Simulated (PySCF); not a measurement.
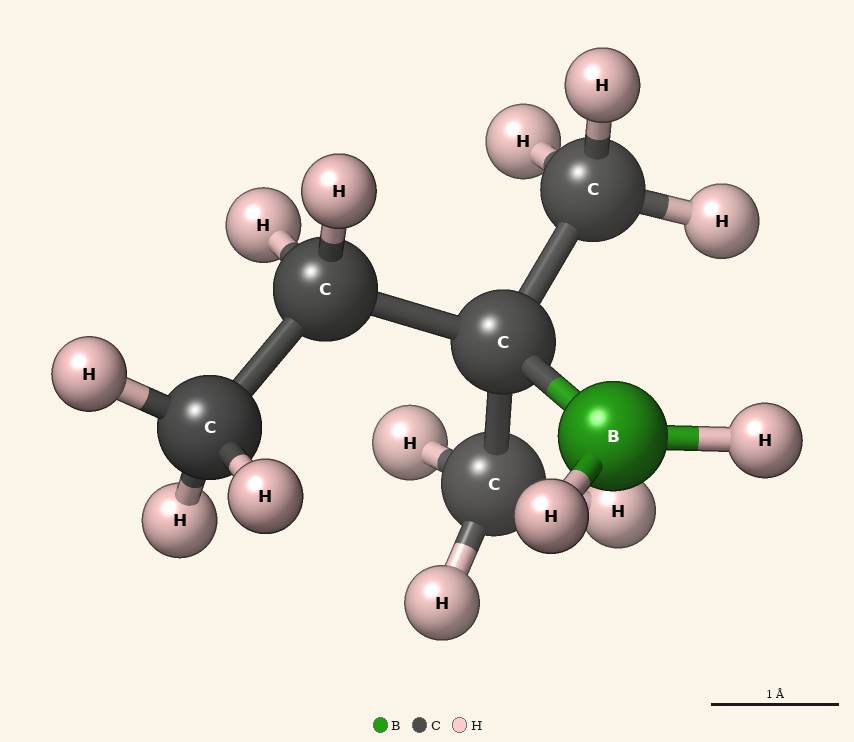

Rendered structure (ball-and-stick style).

Question: What is the molecular formula?

Answer: C5H13B, 19 atoms: 5 carbon, 13 hydrogen and 1 boron.

Question: Write the SMILES.

Answer: BC(C)(C)CC

More results for the same structure follow; atom numbers are the same in all pictures, views and colours differ. The computed structure is the end point of a PBE0-D3(BJ)/def2-SVP optimisation. No frequency run is at hand to confirm it as a minimum.

## Shape

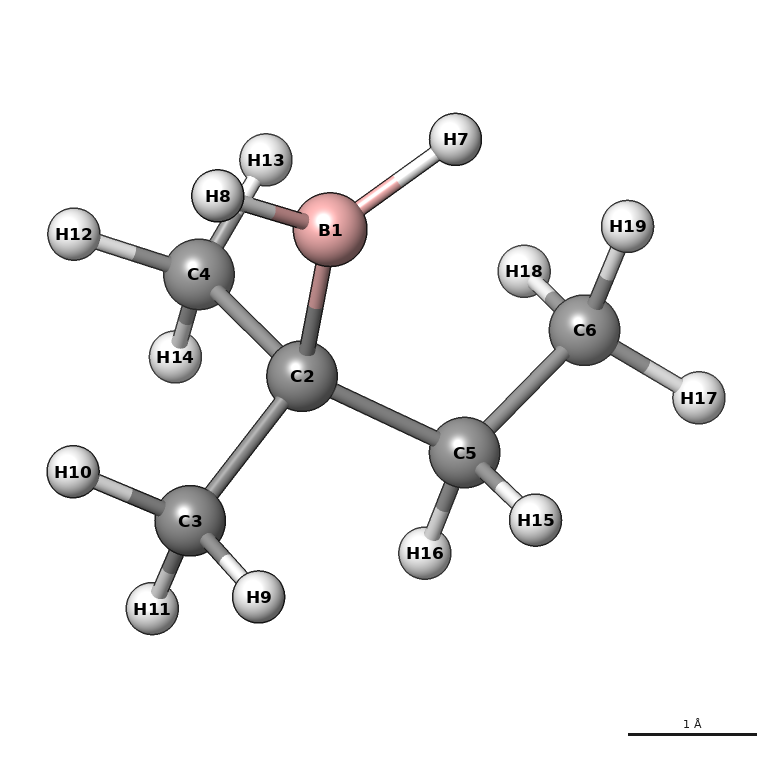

Atoms carry their numbers in the input. No frequency run is at hand to confirm it as a minimum.

Question: What is the geometry at C5?

Answer: C5 has 4 neighbours (C2 at 1.54, C6 at 1.52, H15 at 1.10, H16 at 1.11 Å); the arrangement is tetrahedral.

Question: How are the neighbours of atom 2 arranged?

Answer: C2 has 4 neighbours (B1 at 1.56, C3 at 1.53, C4 at 1.55, C5 at 1.54 Å); the arrangement is tetrahedral.

Question: Describe the coordination of atom 3.

Answer: C3 has 4 neighbours (C2 at 1.53, H9 at 1.10, H10 at 1.10, H11 at 1.10 Å); the arrangement is tetrahedral.

Question: What is the geometry at C6?

Answer: C6 has 4 neighbours (C5 at 1.52, H17 at 1.10, H18 at 1.10, H19 at 1.10 Å); the arrangement is tetrahedral.

Question: What is the dihedral angle C3–C2–C5–C6?

Answer: 174° in size, that is anti.

## Levels of theory compared

No frequency run is at hand to confirm it as a minimum. Program: PySCF 2.14.0.

Compare HOMO energy (eV), HOMO–LUMO gap (eV) at these levels: PBE0/6-311+G(2d,p); PBE0/6-31G; PBE0/6-31G*; PBE0/STO-3G; PBE0/def2-SVP; PBE0/def2-TZVP.

```csv
level,HOMO energy (eV),HOMO–LUMO gap (eV)
"PBE0/6-311+G(2d,p)",−8.04,6.80
PBE0/6-31G,−7.86,7.06
PBE0/6-31G*,−7.85,7.07
PBE0/STO-3G,−6.64,8.57
PBE0/def2-SVP,−8.00,6.93
PBE0/def2-TZVP,−8.02,6.83
```

## Dipole moment

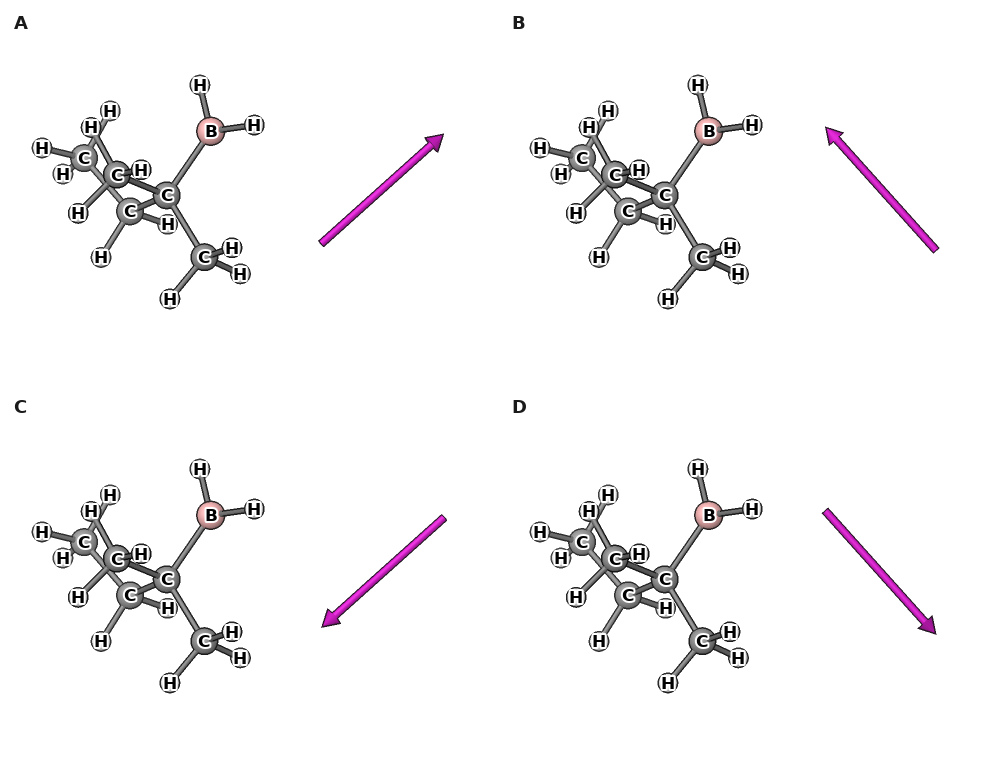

The same molecule four times, each with an arrow. No frequency run is at hand to confirm it as a minimum. Level of theory: PBE0/def2-SVP, gas phase (PySCF 2.14.0).

Question: Which arrow points along the dipole moment, from the negative to the positive end?

Answer: C. The dipole moment is 0.68 D.

## NMR shielding

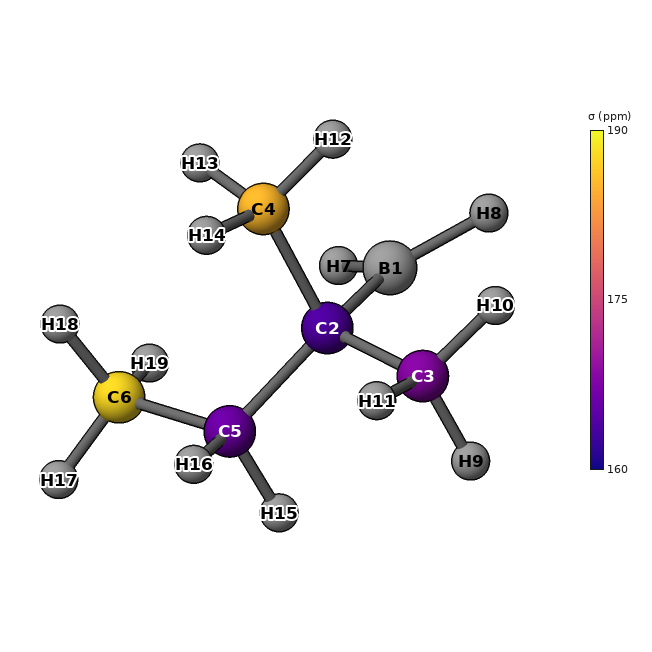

Atoms are coloured by their isotropic NMR shieldings (C only, the others grey). No frequency run is at hand to confirm it as a minimum. Level of theory: GIAO PBE0/6-31G NMR shielding, non-relativistic, gas phase (PySCF 2.14.0).

List the isotropic NMR shieldings of the C atoms.

```tsv
atom	σ (ppm)
C2	164.1
C3	168.4
C4	185.4
C5	166.3
C6	187.7
```

## Quadrupole coupling

No frequency run is at hand to confirm it as a minimum. Electric field gradients from the ground-state density, PBE0/6-31G (PySCF 2.14.0), non-relativistic apart from any core potentials.

Give the largest field-gradient component, the quadrupole coupling constant and the asymmetry for 11B at B1 (Q = 40.59 mb).

| atom | V_zz (a.u.) | e²qQ/h (MHz) | η |
| --- | --- | --- | --- |
| B1 | 0.550 | 5.24 | 0.06 |
